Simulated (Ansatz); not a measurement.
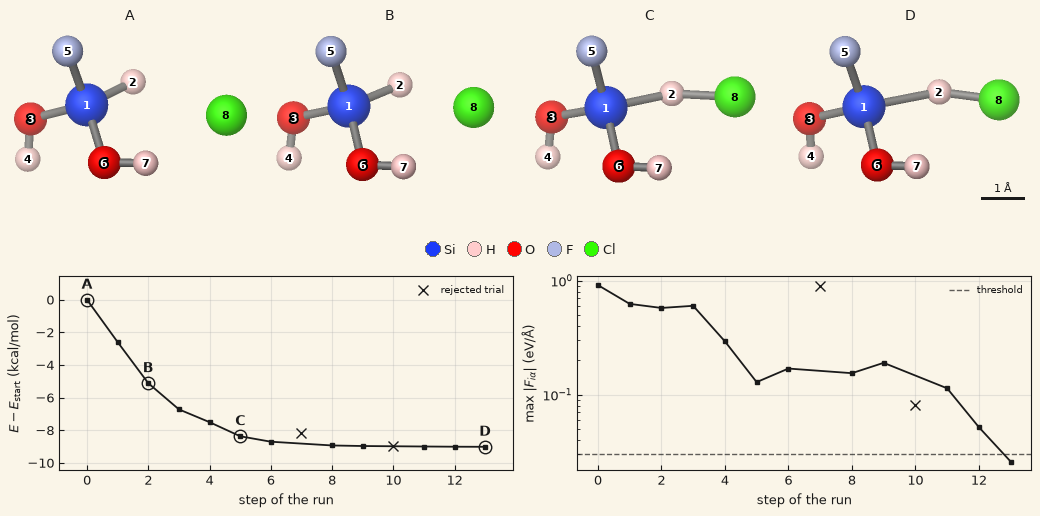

Frames of a relaxation of SiH3O2ClF (multiplicity 2), marked on the history of the run. Style: ball-and-stick. Shown at a tilt.

The run prepares an end point of a later path (reaction) calculation, from a guessed geometry.

Computed with Ansatz 0.2.0, UKS PBE-D4/cc-pVDZ. Settings: collinear spin; force threshold 0.03 eV/Å; at most 50 steps.

### What happens along the run?

The energy falls by 9.01 kcal/mol in 11 accepted moves (13 points after the start). Largest force component: 0.92 eV/Å at the start, 0.026 eV/Å at the end. The line search rejected the trial steps at points 7, 10 of the run. The largest moves after the best rigid fit, 0.73 Å, are those of H2 and Cl8. By element the largest moves are H 0.73 Å, Cl 0.73 Å, O 0.21 Å, Si 0.10 Å, F 0.07 Å. Some distances before and after: H2–Cl8 2.559 → 1.431 Å, Si1–H2 1.485 → 1.909 Å, Si1–Cl8 3.317 → 3.234 Å, Si1–O6 1.666 → 1.681 Å. New bonds form, among them: H2–Cl8 (2.56 → 1.43 Å). The run took 12 s on 4 threads of Intel(R) Xeon(R) 6975P-C (Granite Rapids), on a shared host, peak memory 0.23 GiB. From step 0 to 2: Cl8 moves most (0.38 Å), energy −5.11 kcal/mol. From step 2 to 5: H2 moves most (0.40 Å), energy −3.25 kcal/mol. From step 5 to 13: Cl8 moves most (0.25 Å), energy −0.65 kcal/mol.

| step | E − E(0), kcal/mol | largest force component, eV/Å | note |
| --- | --- | --- | --- |
| 0 | 0.00 | 0.9153 |  |
| 1 | -2.60 | 0.6264 |  |
| 2 | -5.11 | 0.5770 |  |
| 3 | -6.72 | 0.6025 |  |
| 4 | -7.50 | 0.2940 |  |
| 5 | -8.36 | 0.1292 |  |
| 6 | -8.70 | 0.1699 |  |
| 7 | -8.14 | 0.8967 | rejected |
| 8 | -8.93 | 0.1547 |  |
| 9 | -8.96 | 0.1906 |  |
| 10 | -8.95 | 0.0818 | rejected |
| 11 | -8.99 | 0.1140 |  |
| 12 | -9.00 | 0.0521 |  |
| 13 | -9.01 | 0.0260 |  |

Limits of the set-up: the start holds two separate molecules, 2.4 Å apart at their closest, whose relative position is a soft coordinate.
